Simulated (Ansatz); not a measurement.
**P2: single points with varied inputs**

Aim: run P2 under a spread of inputs, and see what each costs and gives.

Method: the settings change from run to run; program: Ansatz 0.2.0, Gaussian basis.

**1. The relaxed structure**

An earlier PBE0-D4 in a triple-zeta def2 set relaxation fixed the geometry.

SMILES `P#P`, 2 atoms, charge 0, spin multiplicity 1.

Atoms are counted from 1 here; the program's logs count them from 0.

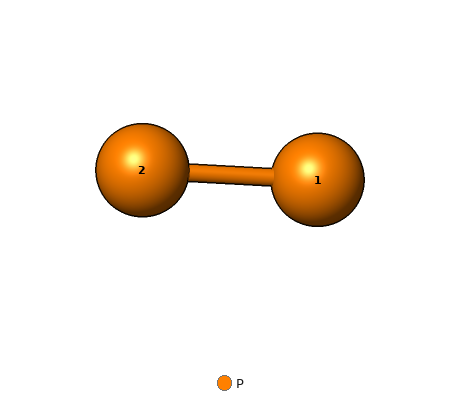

The geometry (phosphorus orange); atoms are numbered from 1 in the order of the file.

**2. PBE0/cc-pVTZ-DK**

This run has D4 dispersion, high accuracy.

in.yaml reads:

```yaml
crystal:
  periodic: [false, false, false]
  atoms:
    - {symbol: P, position_ang: [-0.000000, 0.000000, 0.005823]}
    - {symbol: P, position_ang: [0.000000, -0.000000, 1.887577]}
basis:
  gaussian: {orbitals: cc-pVTZ-DK}
hamiltonian: {xc: {name: PBE0}, dispersion: d4}
accuracy: high
```

Command:

```bash
ansatz run in.yaml --threads 2 --pin off --events-out ev --progress --plain --max-ram 22528MiB --backend cpu
```

The log of the run:

```text
Functional definition: PBE0
  name "PBE0"
  cite "Adamo & Barone, J. Chem. Phys. 110, 6158 (1999) doi:10.1063/1.478522"
  cite "Perdew, Burke & Ernzerhof, Phys. Rev. Lett. 77, 3865 (1996) doi:10.1103/PhysRevLett.77.3865"
  parent pbe
  parameter a = 0.25
  parameter kappa = 0.804
  parameter beta = 0.06672455060314922
  exchange = (1 - a)*pbe_x(kappa = kappa, mu = beta*pi^2/3) + a*exact_x
  correlation = pbe_c(beta = beta)
911 factors; integrals over basis functions are off by at most 3.8e-9 eV
mean field evaluation 1: about -18614.5967 eV, gradient 1.5e1 eV
mean field evaluation 2: about -18614.7949 eV, gradient 1.2e1 eV
mean field evaluation 4: about -18615.2870 eV, gradient 4.0e-1 eV
mean field evaluation 8: about -18615.2903 eV, gradient 9.1e-4 eV
mean field evaluation 16: about -18615.2903 eV, gradient 6.5e-7 eV
mean field -18615.29030456 eV, -684.0993007956 hartree, gradient 1.5e-8 eV, S^2 0.000000; 0 other end points of the search recorded, 0 dependent functions left out
reference -18615.29030610 eV, -684.0993008522 hartree; 15, 15 occupied and 53, 53 virtual orbitals, 911 factors
Total energy: -18615.32982072 eV, -684.1007529879 hartree
Relativity: scalar
```

It took 1.3 s on 2 threads of AMD EPYC 7R13, shared host.

**3. B2GP-PLYP/6-31++G****

Options: a grid of angular degree 11.

in.yaml reads:

```yaml
crystal:
  periodic: [false, false, false]
  atoms:
    - {symbol: P, position_ang: [-0.000000, 0.000000, 0.005823]}
    - {symbol: P, position_ang: [0.000000, -0.000000, 1.887577]}
basis:
  gaussian: {orbitals: "6-31++G**", final_grid: {core_spheres: 5, valence_spheres: 4, degree: 11}}
hamiltonian: {xc: {name: B2GP-PLYP}}
output: {forces: true}
```

Same command.

The log of the run (excerpt; [...] marks lines left out):

```text
Functional definition: B2GP-PLYP
  name "B2GP-PLYP"
  cite "Karton, Tarnopolsky, Lamère, Schatz & Martin, J. Phys. Chem. A 112, 12868 (2008) doi:10.1021/jp801805p"
  cite "Becke, Phys. Rev. A 38, 3098 (1988) doi:10.1103/PhysRevA.38.3098"
  cite "Lee, Yang & Parr, Phys. Rev. B 37, 785 (1988) doi:10.1103/PhysRevB.37.785"
[...]
390 factors; integrals over basis functions are off by at most 7.3e-4 eV
[...]
mean field -18563.80449792 eV, -682.2072323000 hartree, gradient 8.5e-7 eV, S^2 0.000000; 0 other end points of the search recorded, 0 dependent functions left out
10 core orbitals not correlated: weight in the atoms' cores, before any rotation towards them, 1.000 or more for the frozen orbitals, at most 0.000 for the correlated occupied ones
reference -18563.80456533 eV, -682.2072347773 hartree; 5, 5 occupied and 31, 31 virtual orbitals, 390 factors
second order -7.23657310 eV of doubles, -0.00000000 eV of singles
[...]
Total energy: -18566.40973165 eV, -682.3029728735 hartree
Atom 0 at    -0.000000     0.000000     0.005823 Å, force    -0.000000    -0.000000    -1.180439 eV/Å
Atom 1 at     0.000000    -0.000000     1.887577 Å, force    -0.000000     0.000000     1.180439 eV/Å
Dipole moment:     0.000000    -0.000000     0.000000 e Å
```

Wall time 0.66 s (2 threads of AMD EPYC 7R13, shared host).

Largest force 1.180 eV/Å, dipole 0.00 D.

**4. SPW92/6-31G***

in.yaml reads:

```yaml
crystal:
  periodic: [false, false, false]
  atoms:
    - {symbol: P, position_ang: [-0.000000, 0.000000, 0.005823]}
    - {symbol: P, position_ang: [0.000000, -0.000000, 1.887577]}
basis:
  gaussian: {orbitals: "6-31G*"}
hamiltonian: {xc: {name: SPW92}}
```

Same command.

The log of the run:

```text
Functional definition: SPW92
  name "SPW92"
  cite "Dirac, Proc. Camb. Phil. Soc. 26, 376 (1930) doi:10.1017/S0305004100016108"
  cite "Slater, Phys. Rev. 81, 385 (1951) doi:10.1103/PhysRev.81.385"
  cite "Perdew & Wang, Phys. Rev. B 45, 13244 (1992) doi:10.1103/PhysRevB.45.13244"
  exchange = slater_x
  correlation = pw_c
412 factors; their error is unknown
mean field evaluation 1: about -18506.5668 eV, gradient 1.6e1 eV
mean field evaluation 2: about -18506.5670 eV, gradient 1.6e1 eV
mean field evaluation 4: about -18507.5063 eV, gradient 1.1e-1 eV
mean field evaluation 8: about -18507.4911 eV, gradient 1.0e-2 eV
mean field -18507.49107931 eV, -680.1377523365 hartree, gradient 1.3e-5 eV, S^2 0.000000; 0 other end points of the search recorded, 0 dependent functions left out
reference -18507.49109943 eV, -680.1377530762 hartree; 15, 15 occupied and 23, 23 virtual orbitals, 412 factors
Total energy: -18507.49109943 eV, -680.1377530762 hartree
```

It took 0.25 s on 2 threads of AMD EPYC 7R13, shared host.

**5. B97M-V/cc-pVTZ-DK**

Options: atoms shaken by 0.08 Å, density fitting with def2-universal-jkfit.

in.yaml reads:

```yaml
crystal:
  periodic: [false, false, false]
  atoms:
    - {symbol: P, position_ang: [-0.096712, -0.026175, 0.101336]}
    - {symbol: P, position_ang: [-0.182652, 0.015582, 1.921296]}
basis:
  gaussian: {orbitals: cc-pVTZ-DK, fitting: {mean_field: def2-universal-jkfit}}
hamiltonian: {xc: {name: B97M-V}}
```

The command is unchanged.

The log of the run (excerpt; [...] marks lines left out):

```text
Functional definition: B97M-V
  name "B97M-V"
  cite "Mardirossian & Head-Gordon, J. Chem. Phys. 142, 074111 (2015) doi:10.1063/1.4907719"
  cite "Becke, J. Chem. Phys. 107, 8554 (1997) doi:10.1063/1.475007"
  cite "Vydrov & Van Voorhis, J. Chem. Phys. 133, 244103 (2010) doi:10.1063/1.3521275"
  # Of w^i u^j: cxij and so on, Table III.
[...]
  gx(w, u) = cx00 + cx01*u + cx02*u^2 + (cx10 + cx11*u)*w
  gss(w, u) = css00 + css02*u^2 + css10*w + (css32*w^3 + css42*w^4)*u^2
  gos(w, u) = cos00 + cos01*u + cos03*u^3 + cos10*w + cos32*w^3*u^2
[...]
      + integral(e_c_pw_mod_opposite_spin*gos(b97_w_opposite, b97_u_opposite)) + vv10(b, c)
256 factors; integrals over basis functions are off by at most 2.5e-1 eV
[...]
mean field -18617.16111835 eV, -684.1680519345 hartree, gradient 5.5e-6 eV, S^2 0.000000; 0 other end points of the search recorded, 0 dependent functions left out
reference -18617.16115270 eV, -684.1680531965 hartree; 15, 15 occupied and 53, 53 virtual orbitals, 256 factors
Total energy: -18617.16115270 eV, -684.1680531965 hartree
Relativity: scalar
```

Wall time 1 s (2 threads of AMD EPYC 7R13, shared host).

**6. CCSD(T)/cc-pVTZ**

in.yaml reads:

```yaml
crystal:
  periodic: [false, false, false]
  atoms:
    - {symbol: P, position_ang: [-0.000000, 0.000000, 0.005823]}
    - {symbol: P, position_ang: [0.000000, -0.000000, 1.887577]}
basis:
  gaussian: {orbitals: cc-pVTZ}
hamiltonian: {xc: {name: HF}}
correlation: {method: ccsd_t}
```

Same command.

The log of the run (excerpt; [...] marks lines left out):

```text
Functional definition: HF
  name "HF"
  cite "Fock, Z. Phys. 61, 126 (1930) doi:10.1007/BF01340294"
  parent pbe
[...]
397 factors; integrals over basis functions are off by at most 1.2e-3 eV
[...]
mean field -18544.29494992 eV, -681.4902696351 hartree, gradient 2.1e-6 eV, S^2 0.000000; 0 other end points of the search recorded, 0 dependent functions left out; unrestricted orbitals would lower it
10 core orbitals not correlated: weight in the atoms' cores, before any rotation towards them, 1.000 or more for the frozen orbitals, at most 0.000 for the correlated occupied ones
reference -18544.29494992 eV, -681.4902696351 hartree; 5, 5 occupied and 53, 53 virtual orbitals, 397 factors
second order -7.56758009 eV of doubles, -0.00000000 eV of singles
cycle   1  -7.64858633 eV  change   -8.1e-2 eV  update   9.4e-2
[...]
cycle   9  -8.02558756 eV  change    8.9e-6 eV  update   6.6e-6
perturbative correction -0.58136938 eV, -0.0213649307 hartree
Total energy: -18552.90190687 eV, -681.8065694689 hartree
```

Run time: 0.66 s. Hardware: 2 threads of AMD EPYC 7R13, shared host.

T1 0.017.

**7. SPW92/STO-3G**

This run has charge +1, multiplicity 2, atoms shaken by 0.03 Å, high accuracy.

in.yaml reads:

```yaml
crystal:
  periodic: [false, false, false]
  atoms:
    - {symbol: P, position_ang: [-0.002325, -0.031577, -0.003362]}
    - {symbol: P, position_ang: [0.007431, -0.026291, 1.859260]}
basis:
  gaussian: {orbitals: STO-3G}
total_charge: 1
magnetization: {spin_polarized: true, initial_magnetization: 1}
hamiltonian: {xc: {name: SPW92}}
accuracy: high
```

Launched as before.

The log of the run:

```text
Functional definition: SPW92
  name "SPW92"
  cite "Dirac, Proc. Camb. Phil. Soc. 26, 376 (1930) doi:10.1017/S0305004100016108"
  cite "Slater, Phys. Rev. 81, 385 (1951) doi:10.1103/PhysRev.81.385"
  cite "Perdew & Wang, Phys. Rev. B 45, 13244 (1992) doi:10.1103/PhysRevB.45.13244"
  exchange = slater_x
  correlation = pw_c
299 factors; integrals over basis functions are off by at most 3.7e-9 eV
mean field evaluation 1: about -18287.8685 eV, gradient 2.9e0 eV
mean field evaluation 2: about -18288.0486 eV, gradient 4.0e0 eV
mean field evaluation 4: about -18288.2363 eV, gradient 1.7e-2 eV
mean field evaluation 8: about -18288.2177 eV, gradient 3.1e-2 eV
mean field evaluation 16: about -18288.2177 eV, gradient 4.3e-7 eV
mean field evaluation 32: about -18287.9676 eV, gradient 3.5e-1 eV
mean field -18288.21770430 eV, -672.0796044338 hartree, gradient 5.5e-10 eV, S^2 0.750895; 4 other end points of the search recorded, 0 dependent functions left out
reference -18288.21770551 eV, -672.0796044782 hartree; 15, 14 occupied and 3, 4 virtual orbitals, 299 factors
Total energy: -18288.21770551 eV, -672.0796044782 hartree
```

Wall time 0.66 s (2 threads of AMD EPYC 7R13, shared host).

⟨S²⟩ 0.751.

**8. B3LYP5/cc-pVDZ**

Options: multiplicity 3, a grid of angular degree 47, the search for lower states set to off.

in.yaml reads:

```yaml
crystal:
  periodic: [false, false, false]
  atoms:
    - {symbol: P, position_ang: [-0.000000, 0.000000, 0.005823]}
    - {symbol: P, position_ang: [0.000000, -0.000000, 1.887577]}
basis:
  gaussian: {orbitals: cc-pVDZ, final_grid: {core_spheres: 20, valence_spheres: 16, degree: 47}}
magnetization: {spin_polarized: true, initial_magnetization: 2}
hamiltonian: {xc: {name: B3LYP5}}
scf: {lower_state_search: off}
```

Launched as before.

The log of the run (excerpt; [...] marks lines left out):

```text
Functional definition: B3LYP5
  name "B3LYP5"
  cite "Stephens, Devlin, Chabalowski & Frisch, J. Phys. Chem. 98, 11623 (1994) doi:10.1021/j100096a001"
  cite "Becke, Phys. Rev. A 38, 3098 (1988) doi:10.1103/PhysRevA.38.3098"
  cite "Lee, Yang & Parr, Phys. Rev. B 37, 785 (1988) doi:10.1103/PhysRevB.37.785"
  cite "Vosko, Wilk & Nusair, Can. J. Phys. 58, 1200 (1980) doi:10.1139/p80-159"
[...]
386 factors; integrals over basis functions are off by at most 9.0e-4 eV
[...]
mean field -18571.30850077 eV, -682.4829993182 hartree, gradient 1.4e-6 eV, S^2 2.007177; 0 other end points of the search recorded, 0 dependent functions left out
reference -18571.30867097 eV, -682.4830055729 hartree; 16, 14 occupied and 20, 22 virtual orbitals, 386 factors
Total energy: -18571.30867097 eV, -682.4830055729 hartree
Checks for a lower state left out: stability, starts, cluster_reference, orbital_swaps, neighbouring_geometries, increment
```

It took 0.81 s on 2 threads of AMD EPYC 7R13, shared host.

⟨S²⟩ 2.007.

**9. wB97M-V/aug-pcseg-2**

Set apart from the defaults: atoms shaken by 0.15 Å, the search for lower states set to full.

in.yaml reads:

```yaml
crystal:
  periodic: [false, false, false]
  atoms:
    - {symbol: P, position_ang: [-0.062341, 0.187346, 0.071634]}
    - {symbol: P, position_ang: [0.132486, -0.077172, 1.967693]}
basis:
  gaussian: {orbitals: aug-pcseg-2}
hamiltonian: {xc: {name: wB97M-V}}
scf: {lower_state_search: full}
output: {forces: true}
```

Launched as before.

The log of the run (excerpt; [...] marks lines left out):

```text
Functional definition: wB97M-V
  name "wB97M-V"
  cite "Mardirossian & Head-Gordon, J. Chem. Phys. 144, 214110 (2016) doi:10.1063/1.4952647"
  cite "Becke, J. Chem. Phys. 107, 8554 (1997) doi:10.1063/1.475007"
  cite "Vydrov & Van Voorhis, J. Chem. Phys. 133, 244103 (2010) doi:10.1063/1.3521275"
  # Of w^i u^j: cxij and so on, Table III.
[...]
  gx(w, u) = 1 - cx + cx01*u + cx10*w
  gss(w, u) = css00 + css04*u^4 + css10*w + css20*w^2 + css43*w^4*u^3
  gos(w, u) = cos00 + cos10*w + (cos20 + cos21*u)*w^2 + (cos60 + cos61*u)*w^6
[...]
      + integral(e_c_pw_mod_opposite_spin*gos(b97_w_opposite, b97_u_opposite)) + vv10(b, c)
652 factors; their error is unknown
184 factors; integrals over basis functions are off by at most 1.6e-4 eV
[...]
mean field -18576.61362365 eV, -682.6779589881 hartree, gradient 9.9e-6 eV, S^2 0.000000; 0 other end points of the search recorded, 0 dependent functions left out
[...]
reference -18576.61367784 eV, -682.6779609797 hartree; 15, 15 occupied and 85, 85 virtual orbitals, 652 factors
Total energy: -18576.61367784 eV, -682.6779609797 hartree
Atom 0 at    -0.062341     0.187346     0.071634 Å, force     0.205464    -0.278959     1.999574 eV/Å
Atom 1 at     0.132486    -0.077172     1.967693 Å, force    -0.205464     0.278959    -1.999574 eV/Å
Dipole moment:     0.000000     0.000000    -0.000000 e Å
```

It took 3.1 s on 2 threads of AMD EPYC 7R13, shared host.

Largest force 2.029 eV/Å, dipole 0.00 D.

**10. wB97X/aug-cc-pVTZ**

Set apart from the defaults: the search for lower states set to light.

in.yaml reads:

```yaml
crystal:
  periodic: [false, false, false]
  atoms:
    - {symbol: P, position_ang: [-0.000000, 0.000000, 0.005823]}
    - {symbol: P, position_ang: [0.000000, -0.000000, 1.887577]}
basis:
  gaussian: {orbitals: aug-cc-pVTZ}
hamiltonian: {xc: {name: wB97X}}
scf: {lower_state_search: light}
```

Launched as before.

The log of the run (excerpt; [...] marks lines left out):

```text
Functional definition: wB97X
  name "wB97X"
  cite "Chai & Head-Gordon, J. Chem. Phys. 128, 084106 (2008) doi:10.1063/1.2834918"
  cite "Becke, J. Chem. Phys. 107, 8554 (1997) doi:10.1063/1.475007"
[...]
  # The coefficients of nought are those of the uniform gas.
[...]
      + exact_x_lr(omega)
[...]
      + integral(e_c_pw_opposite_spin*poly(b97_u_opposite, 1, cos1, cos2, cos3, cos4))
668 factors; their error is unknown
188 factors; integrals over basis functions are off by at most 4.5e-5 eV
[...]
mean field -18577.09387496 eV, -682.6956078984 hartree, gradient 2.6e-5 eV, S^2 0.000000; 0 other end points of the search recorded, 0 dependent functions left out
reference -18577.09384181 eV, -682.6956066801 hartree; 15, 15 occupied and 85, 85 virtual orbitals, 668 factors
Total energy: -18577.09384181 eV, -682.6956066801 hartree
```

Run time: 2 s. Hardware: 2 threads of AMD EPYC 7R13, shared host.

**11. The runs in one table**

```
              level  charge  multiplicity  geometry  functions  energy (eV)    time
    PBE0/cc-pVTZ-DK       0             1   relaxed         68   -18615.330   1.3 s
B2GP-PLYP/6-31++G**       0             1   relaxed         46   -18566.410  0.66 s
       SPW92/6-31G*       0             1   relaxed         38   -18507.491  0.25 s
  B97M-V/cc-pVTZ-DK       0             1    shaken         68   -18617.161     1 s
    CCSD(T)/cc-pVTZ       0             1   relaxed         68   -18552.902  0.66 s
       SPW92/STO-3G       1             2    shaken         18   -18288.218  0.66 s
     B3LYP5/cc-pVDZ       0             3   relaxed         36   -18571.309  0.81 s
wB97M-V/aug-pcseg-2       0             1    shaken        100   -18576.614   3.1 s
  wB97X/aug-cc-pVTZ       0             1   relaxed        100   -18577.094     2 s
```

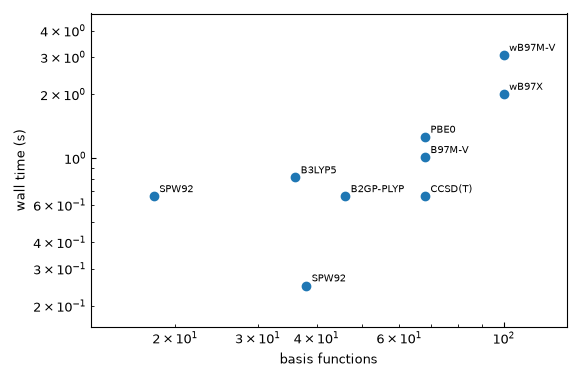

Wall time against the number of basis functions (shared host).

**12. What came out**

```
                                         quantity                       value
                                             runs                           9
                                         quickest        SPW92/6-31G*, 0.25 s
                                          slowest  wB97M-V/aug-pcseg-2, 3.1 s
spread of total energies, same state and geometry                    107.8 eV
```

What this shows: wB97M-V/aug-pcseg-2 took 12 times as long as SPW92/6-31G*. The jobs differ in tasks and options as well as level. The totals spread over 108 eV; they can't be compared across methods or bases. Some of these runs are scalar-relativistic and others not, which shifts the totals of all-electron atoms past neon by eV; core potentials, where a basis has them, take the core out of the total altogether. At the PBE0-D4/def2-TZVP geometry and in the same state, runs without warnings or point charges leave forces up to 1.18 eV/Å (B2GP-PLYP/6-31++G**), against 2.0 eV/Å where the atoms were moved.
